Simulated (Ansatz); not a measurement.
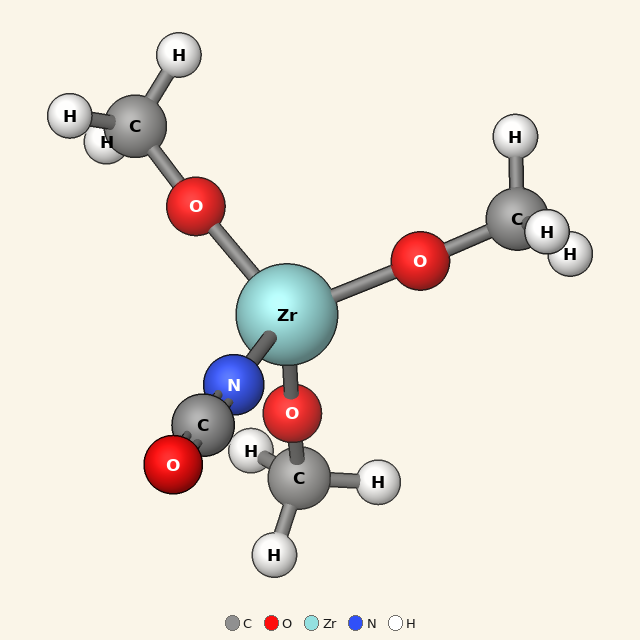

The picture shows a molecular structure as a ball-and-stick model. Double and triple bonds are drawn as two and three sticks.

Charge 0, singlet. Computed geometry: PBE0-D4/def2-TZVP optimisation. No frequency run is at hand to confirm it as a minimum.

Description:

The molecule is C₄H₉NO₄Zr. Its SMILES string is `C[O][Zr]([N]=C=O)([O]C)[O]C`. The point group is C3v. Coordination: 3 C tetrahedral; 3 O linear; 1 Zr tetrahedral; 1 N linear; 1 C linear.

More results for the same structure follow; atom numbers are the same in all pictures, views and colours differ.

**Shape**

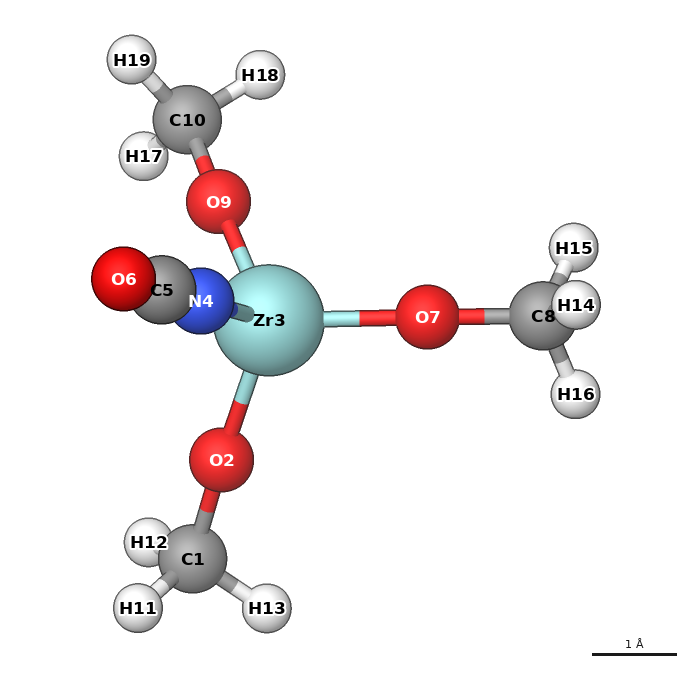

Numbered structure. No frequency run is at hand to confirm it as a minimum.

Which atoms are bonded, and how long are the bonds? Leave out bonds to hydrogen.

```
  bond  length (Å)
 C1–O2       1.389
O2–Zr3       1.913
Zr3–N4       2.077
Zr3–O7       1.913
Zr3–O9       1.913
 N4–C5       1.198
 C5–O6       1.170
 O7–C8       1.389
O9–C10       1.389
```

**Dipole moment**

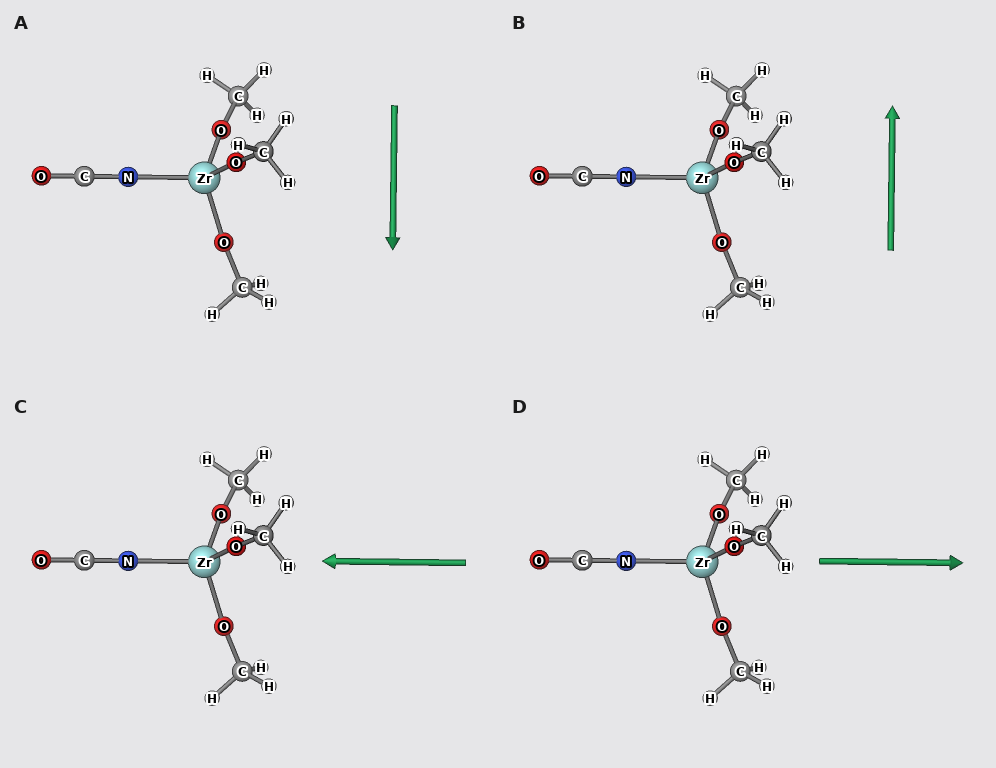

The same molecule four times, each with an arrow. No frequency run is at hand to confirm it as a minimum. Properties computed with RKS PBE0-D4/def2-TZVP, core potentials on Zr (Ansatz 0.2.0).

**Which arrow points along the dipole moment, from the negative to the positive end?**

D. The dipole moment is 4.70 D.

**Electronic properties**

No frequency run is at hand to confirm it as a minimum. Properties computed with RKS SPW92 (LDA)/def2-TZVPP, core potentials on Zr (Ansatz 0.2.0).

**What is the LUMO energy (Kohn–Sham orbital)?**

−1.29 eV.

**Estimate the HOMO energy (Kohn–Sham orbital).**

−6.66 eV.

**Charges**

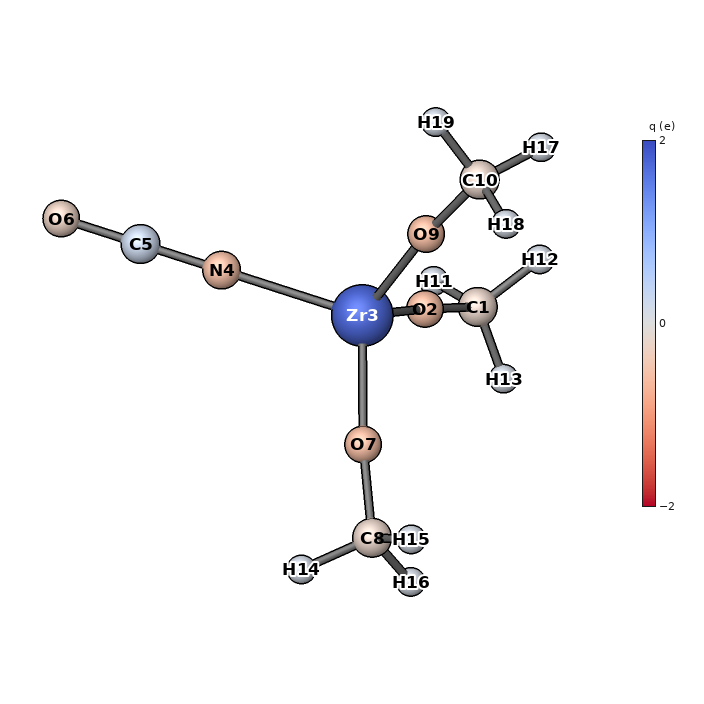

Atoms are coloured by their Mulliken charges. No frequency run is at hand to confirm it as a minimum. Level of theory: RKS PBE0-D4/def2-TZVP, core potentials on Zr (Ansatz 0.2.0).

**Which atom carries the highest charge (most positive or least negative)?**

Zr3 (1.72 e).

**And the lowest?**

O2, O7, O9 (−0.56 e).

Give the Mulliken charges atom by atom.

| atom | value (e) |
| --- | --- |
| C1 | −0.20 |
| O2 | −0.56 |
| Zr3 | 1.72 |
| N4 | −0.54 |
| C5 | 0.24 |
| O6 | −0.26 |
| O7 | −0.56 |
| C8 | −0.20 |
| O9 | −0.56 |
| C10 | −0.20 |
| H11 | 0.13 |
| H12 | 0.12 |
| H13 | 0.12 |
| H14 | 0.13 |
| H15 | 0.12 |
| H16 | 0.12 |
| H17 | 0.12 |
| H18 | 0.12 |
| H19 | 0.13 |

Mulliken values depend strongly on the basis set and can even reverse the polarity of a bond.
